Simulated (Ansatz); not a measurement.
**Si2H5O (SMILES [SiH2]O[SiH3]) at UHF/STO-3G**

What is the electronic atomisation energy of Si2H5O at UHF/STO-3G? 

Program for the calculation: Ansatz 0.2.0.

37 further runs of the same task are left out: 37 set aside as unsound or not needed.

## 1. The molecule

The species is Si2H5O (8 atoms), meant as a doublet with charge 0. SMILES: `[SiH2]O[SiH3]`. The shape is that of a PBE0-D4/def2-TZVP optimisation. This is one conformer, not always the lowest.

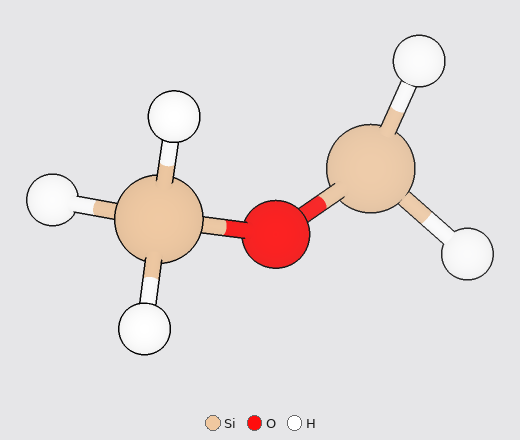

Viewed from a chosen angle; silicon light orange, oxygen red, hydrogen white.

## 2. The energy at UHF/STO-3G

Contents of job.yaml:

```yaml
crystal:
  periodic: [false, false, false]
  atoms:
    - {symbol: Si, position_ang: [-1.281200, 0.933000, -0.865900]}
    - {symbol: O, position_ang: [-0.352300, -0.279200, -0.276900]}
    - {symbol: Si, position_ang: [0.765000, -0.723000, 0.835900]}
    - {symbol: H, position_ang: [-1.902800, 0.458100, -2.133600]}
    - {symbol: H, position_ang: [-0.440600, 2.142000, -1.118700]}
    - {symbol: H, position_ang: [1.291900, -2.054600, 0.453100]}
    - {symbol: H, position_ang: [0.138100, -0.799300, 2.180400]}
    - {symbol: H, position_ang: [1.874100, 0.266000, 0.869800]}
basis:
  gaussian:
    orbitals: STO-3G
magnetization:
  spin_polarized: true
  initial_magnetization: 1
hamiltonian:
  xc: hf
accuracy: high
output:
  orbitals: {seedname: orbitals}
```

Started as:

```console
$ ansatz run job.yaml --threads 1 --pin off --max-ram 3480MiB --events-out events.jsonl --progress --plain --runs-dir runs
```

The program printed:

```text
Warning: RAYON_NUM_THREADS=1 ignored (pool sized by the plan → 1); use --threads N
Functional definition: HF
  name "HF"
  exchange = exact_x
  correlation = 0
532 factors; integrals over basis functions are off by at most 2.6e-8 eV
mean field evaluation 1: about -17629.4886 eV, gradient 1.4e1 eV
mean field evaluation 2: about -17629.5354 eV, gradient 1.4e1 eV
mean field evaluation 4: about -17631.0228 eV, gradient 1.3e0 eV
mean field evaluation 8: about -17631.0526 eV, gradient 1.3e-2 eV
mean field -17631.05256876 eV, -647.9292311454 hartree, gradient 2.2e-8 eV, S^2 0.752096; 0 other end points of the search recorded, 0 dependent functions left out
reference -17631.05256876 eV, -647.9292311454 hartree; 21, 20 occupied and 7, 8 virtual orbitals, 532 factors
Total energy: -17631.05256876 eV, -647.9292311454 hartree
```

It took 0.28 s on 1 thread of Arm Neoverse V1, shared host.

## 3. The H atom at the same level

Contents of molecule.yaml:

```yaml
crystal:
  periodic: [false, false, false]
  atoms:
    - {symbol: H, position_ang: [0.000000, 0.000000, 0.000000]}
basis:
  gaussian: {orbitals: STO-3G}
magnetization: {spin_polarized: true, initial_magnetization: 1}
hamiltonian: {xc: hf}
accuracy: high
```

Run the same way, it converges to -0.46658 Eh (log not shown).

## 4. The O atom at the same level

Contents of run.yaml:

```yaml
crystal:
  periodic: [false, false, false]
  atoms:
    - symbol: O
      position_ang: [0.000000, 0.000000, 0.000000]
basis:
  gaussian: {orbitals: STO-3G}
magnetization: {spin_polarized: true, initial_magnetization: 2}
hamiltonian: {xc: hf}
accuracy: high
```

Started as:

```console
$ ansatz run run.yaml --threads 1 --pin off --max-ram 3480MiB --events-out events.jsonl --progress --plain --runs-dir runs
```

The program printed:

```text
Warning: RAYON_NUM_THREADS=1 ignored (pool sized by the plan → 1); use --threads N
[... 4 set-up lines as earlier in the session ...]
15 factors; integrals over basis functions are off by at most 1.1e-9 eV
mean field evaluation 1: about -2008.3132 eV, gradient 1.7e-14 eV
mean field evaluation 2: about -2008.3132 eV, gradient 0.0e0 eV
mean field -2008.31323932 eV, -73.8041502613 hartree, gradient 0.0e0 eV, S^2 2.000000; 2 other end points of the search recorded, 0 dependent functions left out
reference -2008.31323932 eV, -73.8041502613 hartree; 5, 3 occupied and 0, 2 virtual orbitals, 15 factors
Total energy: -2008.31323932 eV, -73.8041502613 hartree
```

Run time: 0.04 s. Hardware: 1 thread of Arm Neoverse V1, shared host.

## 5. The Si atom

Contents of job.yaml:

```yaml
basis:
  gaussian:
    orbitals: STO-3G
crystal:
  periodic: [false, false, false]
  atoms:
    - {symbol: Si, position_ang: [0.000000, 0.000000, 0.000000]}
accuracy: high
magnetization:
  spin_polarized: true
  initial_magnetization: 2
hamiltonian:
  xc: hf
```

Run the same way, it converges to -285.46622 Eh (log not shown).

## 6. What came out

Level: UHF/STO-3G.

| quantity | value |
| --- | --- |
| molecule: total energy | -647.92923 Eh |
| molecule: HOMO energy (highest over α and β) | -5.60 eV |
| molecule: LUMO energy (lowest over α and β) | 6.53 eV |
| molecule: ⟨S²⟩ | 0.752 |
| H atom: total energy | -0.46658 Eh |
| H atom: ⟨S²⟩ | 0.750 |
| O atom: total energy | -73.80415 Eh |
| O atom: ⟨S²⟩ | 2.000 |
| Si atom: total energy | -285.46622 Eh |
| Si atom: ⟨S²⟩ | 2.000 |
| electronic atomisation energy | 23.395 eV |

**Reading.** Taking the molecule apart into free atoms costs 23.39 eV (2257 kJ/mol), before zero-point energy and without spin-orbit coupling. Hartree–Fock lacks the correlation of the bonding pairs, which as a rule makes this value much too low; in minimal bases other errors can mask that. In a minimal basis such a difference can be off by several eV, whatever the method.
